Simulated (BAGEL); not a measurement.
**triplet C2H3ClFN: levels of theory compared**

We compute a comparison of 4 runs (ROHF/6-31G*, UHF/6-31G*, ROHF/def2-SVP, UHF/def2-SVP) of triplet C2H3ClFN. 

The results are computed with BAGEL 1.2.2.

### Step 1. The structure to begin with

C2H3ClFN has 8 atoms, charge 0, and is taken as a triplet. SMILES of the parent species: `C/N=C(\F)Cl`. The shape is that of a PBE0-D4/def2-TZVP optimisation. That shape belongs to the parent species and isn't relaxed for this state.

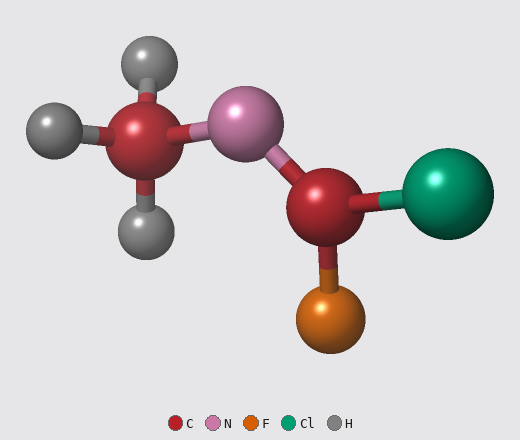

The structure, seen from a chosen angle (carbon red, nitrogen pink, fluorine orange, chlorine teal, hydrogen grey).

### Step 2. The energy at ROHF/6-31G(d) (density fitting with qzvpp-jkfit, spherical functions) (run 1)

input.json reads:

```json
{ "bagel": [

{
  "title": "molecule",
  "basis": "6-31gs.json",
  "df_basis": "qzvpp-jkfit",
  "angstrom": true,
  "geometry": [
    { "atom": "C", "xyz": [      -1.051700,       0.314700,       0.018100 ] },
    { "atom": "N", "xyz": [       0.334900,       0.581400,      -0.279000 ] },
    { "atom": "C", "xyz": [       1.206400,      -0.268200,      -0.073800 ] },
    { "atom": "F", "xyz": [       1.010700,      -1.491400,       0.425000 ] },
    { "atom": "Cl", "xyz": [       2.867500,      -0.023900,      -0.400900 ] },
    { "atom": "H", "xyz": [      -1.403400,       1.068500,       0.725600 ] },
    { "atom": "H", "xyz": [      -1.241300,      -0.680200,       0.428300 ] },
    { "atom": "H", "xyz": [      -1.630900,       0.442100,      -0.898900 ] }
  ]
},

{ "title": "rohf", "nopen": 2 },

{ "title": "print", "file": "orbitals.molden", "orbitals": true }

]}
```

The basis set 6-31G* is read from a file made from the Basis Set Exchange's data (not shown).

On the command line:

```sh
$ BAGEL_NUM_THREADS=1 BAGEL input.json > input.out
```

The program printed:

```text
* using 1 threads per process

  ===============================================================
  ===============================================================

  *** Geometry ***

  { "atom" : "C", "xyz" : [     -1.987425,      0.594697,      0.034204 ] },
  { "atom" : "N", "xyz" : [      0.632869,      1.098687,     -0.527234 ] },
  { "atom" : "C", "xyz" : [      2.279766,     -0.506825,     -0.139462 ] },
[... 4 lines of this table left out ...]
  { "atom" : "H", "xyz" : [     -3.081954,      0.835448,     -1.698675 ] },

  Number of auxiliary basis functions:      486

  Since a DF basis is specified, we compute 2- and 3-index integrals:
    o Being stored without compression. Storage requirement is 0.025 GB

  Number of basis functions:       80
  Number of electrons      :       48

    * METHOD: MOLECULE                             0.21

  *** Open-shell HF ***

  === Nuclear Repulsion ===
   218.5270225841

      * DIIS with orbital gradients will be used.

  === ROHF iteration (6-31gs.json) ===
      0       -690.42364372          0.03408053           0.16
      1       -690.57860314          0.01951881           0.16
      2       -690.62399383          0.00996885           0.16
[... 23 lines of this table left out ...]
     26       -690.64403998          0.00000001           0.15
    * SCF iteration converged.

    * S^2 (ROHF) is 2.0000

    * Permanent dipole moment:
           (    0.997574,    -0.086914,    -0.106274) a.u.

    * METHOD: ROHF                                 4.38

    * METHOD: PRINT                                0.01

  ===============================================================
```

Wall time 4.8 s (1 thread of Arm Neoverse V2, shared host); peak memory 0.11 GiB.

### Step 3. A single-point energy at UHF/6-31G(d) (density fitting with qzvpp-jkfit, spherical functions) (run 2)

hf.json reads:

```json
{ "bagel": [

{
  "title": "molecule",
  "basis": "6-31gs.json",
  "df_basis": "qzvpp-jkfit",
  "angstrom": true,
  "geometry": [
    { "atom": "C", "xyz": [   -1.051700,    0.314700,    0.018100 ] },
    { "atom": "N", "xyz": [    0.334900,    0.581400,   -0.279000 ] },
    { "atom": "C", "xyz": [    1.206400,   -0.268200,   -0.073800 ] },
    { "atom": "F", "xyz": [    1.010700,   -1.491400,    0.425000 ] },
    { "atom": "Cl", "xyz": [    2.867500,   -0.023900,   -0.400900 ] },
    { "atom": "H", "xyz": [   -1.403400,    1.068500,    0.725600 ] },
    { "atom": "H", "xyz": [   -1.241300,   -0.680200,    0.428300 ] },
    { "atom": "H", "xyz": [   -1.630900,    0.442100,   -0.898900 ] }
  ]
},
{ "title": "uhf", "charge": 0, "nopen": 2 },
{ "title": "print", "file": "orbitals.molden", "orbitals": true }

]}
```

The basis set 6-31G* is read from a file made from the Basis Set Exchange's data (not shown).

On the command line:

```sh
$ BAGEL_NUM_THREADS=1 BAGEL hf.json > hf.out
```

The program printed:

```text
* using 1 threads per process

  ===============================================================
  ===============================================================

  *** Geometry ***

  { "atom" : "C", "xyz" : [     -1.987425,      0.594697,      0.034204 ] },
  { "atom" : "N", "xyz" : [      0.632869,      1.098687,     -0.527234 ] },
  { "atom" : "C", "xyz" : [      2.279766,     -0.506825,     -0.139462 ] },
[... 4 lines of this table left out ...]
  { "atom" : "H", "xyz" : [     -3.081954,      0.835448,     -1.698675 ] },

  Number of auxiliary basis functions:      486

  Since a DF basis is specified, we compute 2- and 3-index integrals:
    o Being stored without compression. Storage requirement is 0.025 GB

  Number of basis functions:       80
  Number of electrons      :       48

    * METHOD: MOLECULE                             0.21

  *** Open-shell HF ***

  === Nuclear Repulsion ===
   218.5270225841

      * DIIS with orbital gradients will be used.

  === UHF iteration (6-31gs.json) ===
      0       -690.42364372          0.03408053           0.16
      1       -690.58941192          0.01920790           0.16
      2       -690.63507863          0.00972159           0.16
[... 21 lines of this table left out ...]
     24       -690.65450126          0.00000001           0.16
    * SCF iteration converged.

    * S^2 (UHF) is 2.0273

    * Permanent dipole moment:
           (    0.993497,    -0.088726,    -0.105024) a.u.

    * METHOD: UHF                                  4.08

    * METHOD: PRINT                                0.01

  ===============================================================
```

It took 4.5 s on 1 thread of Arm Neoverse V2, shared host; peak memory 0.11 GiB.

### Step 4. A single-point energy at ROHF/def2-SVP (density fitting with qzvpp-jkfit) (run 3)

input.json reads:

```json
{ "bagel" : [

{
  "title" : "molecule",
  "basis" : "svp",
  "df_basis" : "qzvpp-jkfit",
  "angstrom" : "true",
  "geometry" : [
    { "atom" : "C", "xyz" : [      -1.051700,       0.314700,       0.018100 ] },
    { "atom" : "N", "xyz" : [       0.334900,       0.581400,      -0.279000 ] },
    { "atom" : "C", "xyz" : [       1.206400,      -0.268200,      -0.073800 ] },
    { "atom" : "F", "xyz" : [       1.010700,      -1.491400,       0.425000 ] },
    { "atom" : "Cl", "xyz" : [       2.867500,      -0.023900,      -0.400900 ] },
    { "atom" : "H", "xyz" : [      -1.403400,       1.068500,       0.725600 ] },
    { "atom" : "H", "xyz" : [      -1.241300,      -0.680200,       0.428300 ] },
    { "atom" : "H", "xyz" : [      -1.630900,       0.442100,      -0.898900 ] }
  ]
},

{ "title" : "rohf", "nopen" : 2 },

{ "title" : "print", "file" : "orbitals.molden", "orbitals" : "true" }

]}
```

On the command line:

```sh
$ BAGEL_NUM_THREADS=1 BAGEL input.json > input.out
```

The program printed:

```text
* using 1 threads per process

  ===============================================================
  ===============================================================

  *** Geometry ***

  { "atom" : "C", "xyz" : [     -1.987425,      0.594697,      0.034204 ] },
  { "atom" : "N", "xyz" : [      0.632869,      1.098687,     -0.527234 ] },
  { "atom" : "C", "xyz" : [      2.279766,     -0.506825,     -0.139462 ] },
[... 4 lines of this table left out ...]
  { "atom" : "H", "xyz" : [     -3.081954,      0.835448,     -1.698675 ] },

  Number of auxiliary basis functions:      486

  Since a DF basis is specified, we compute 2- and 3-index integrals:
    o Being stored without compression. Storage requirement is 0.031 GB

  Number of basis functions:       89
  Number of electrons      :       48

    * METHOD: MOLECULE                             0.24

  *** Open-shell HF ***

  === Nuclear Repulsion ===
   218.5270225841

      * DIIS with orbital gradients will be used.

  === ROHF iteration (svp) ===
      0       -690.12930213          0.02835971           0.19
      1       -690.27329194          0.01698753           0.18
      2       -690.31673368          0.00868943           0.16
[... 23 lines of this table left out ...]
     26       -690.33821036          0.00000001           0.19
    * SCF iteration converged.

    * S^2 (ROHF) is 2.0000

    * Permanent dipole moment:
           (    0.977597,    -0.136883,    -0.084195) a.u.

    * METHOD: ROHF                                 4.97

    * METHOD: PRINT                                0.01

  ===============================================================
```

Run time: 5.4 s. Hardware: 1 thread of Arm Neoverse V2, shared host; peak memory 0.12 GiB.

### Step 5. The energy at UHF/def2-SVP (density fitting with qzvpp-jkfit) (run 4)

calc.json reads:

```json
{ "bagel" : [

{
  "title" : "molecule",
  "basis" : "svp",
  "df_basis" : "qzvpp-jkfit",
  "angstrom" : true,
  "geometry" : [
    { "atom" : "C", "xyz" : [      -1.051700,       0.314700,       0.018100 ] },
    { "atom" : "N", "xyz" : [       0.334900,       0.581400,      -0.279000 ] },
    { "atom" : "C", "xyz" : [       1.206400,      -0.268200,      -0.073800 ] },
    { "atom" : "F", "xyz" : [       1.010700,      -1.491400,       0.425000 ] },
    { "atom" : "Cl", "xyz" : [       2.867500,      -0.023900,      -0.400900 ] },
    { "atom" : "H", "xyz" : [      -1.403400,       1.068500,       0.725600 ] },
    { "atom" : "H", "xyz" : [      -1.241300,      -0.680200,       0.428300 ] },
    { "atom" : "H", "xyz" : [      -1.630900,       0.442100,      -0.898900 ] }
  ]
},

{
  "title" : "uhf",
  "nopen" : 2
},

{
  "title" : "print",
  "file" : "orbitals.molden",
  "orbitals" : true
}

]}
```

On the command line:

```sh
$ BAGEL_NUM_THREADS=1 BAGEL calc.json > calc.out
```

The program printed:

```text
* using 1 threads per process

  ===============================================================
  ===============================================================

  *** Geometry ***

  { "atom" : "C", "xyz" : [     -1.987425,      0.594697,      0.034204 ] },
  { "atom" : "N", "xyz" : [      0.632869,      1.098687,     -0.527234 ] },
  { "atom" : "C", "xyz" : [      2.279766,     -0.506825,     -0.139462 ] },
[... 4 lines of this table left out ...]
  { "atom" : "H", "xyz" : [     -3.081954,      0.835448,     -1.698675 ] },

  Number of auxiliary basis functions:      486

  Since a DF basis is specified, we compute 2- and 3-index integrals:
    o Being stored without compression. Storage requirement is 0.031 GB

  Number of basis functions:       89
  Number of electrons      :       48

    * METHOD: MOLECULE                             0.24

  *** Open-shell HF ***

  === Nuclear Repulsion ===
   218.5270225841

      * DIIS with orbital gradients will be used.

  === UHF iteration (svp) ===
      0       -690.12930213          0.02835971           0.15
      1       -690.28370333          0.01678107           0.18
      2       -690.32780099          0.00854079           0.19
[... 21 lines of this table left out ...]
     24       -690.34867867          0.00000001           0.15
    * SCF iteration converged.

    * S^2 (UHF) is 2.0271

    * Permanent dipole moment:
           (    0.971095,    -0.138960,    -0.082512) a.u.

    * METHOD: UHF                                  4.62

    * METHOD: PRINT                                0.01

  ===============================================================
```

Wall time 5.1 s (1 thread of Arm Neoverse V2, shared host); peak memory 0.12 GiB.

### Step 6. All runs side by side

```csv
run,level,energy (Eh),dipole moment (D),⟨S²⟩,wall time
1,"ROHF/6-31G* (density fitting with qzvpp-jkfit, spherical functions)",-690.644040,2.56,2.000,4.8 s
2,"UHF/6-31G* (density fitting with qzvpp-jkfit, spherical functions)",-690.654501,2.55,2.027,4.5 s
3,ROHF/def2-SVP (density fitting with qzvpp-jkfit),-690.338210,2.52,2.000,5.4 s
4,UHF/def2-SVP (density fitting with qzvpp-jkfit),-690.348679,2.50,2.027,5.1 s
```

### Step 7. What came out

| quantity | value |
| --- | --- |
| run 4: total energy | -690.34868 Eh |
| run 4: dipole moment | 2.50 D |
| run 4: ⟨S²⟩ | 2.027 |

In words: The dipole moment (its size) runs from 2.50 D (UHF/def2-SVP) to 2.56 D (ROHF/6-31G*). The two ends differ in method and basis. All runs together took 20 s, the longest 5.4 s.
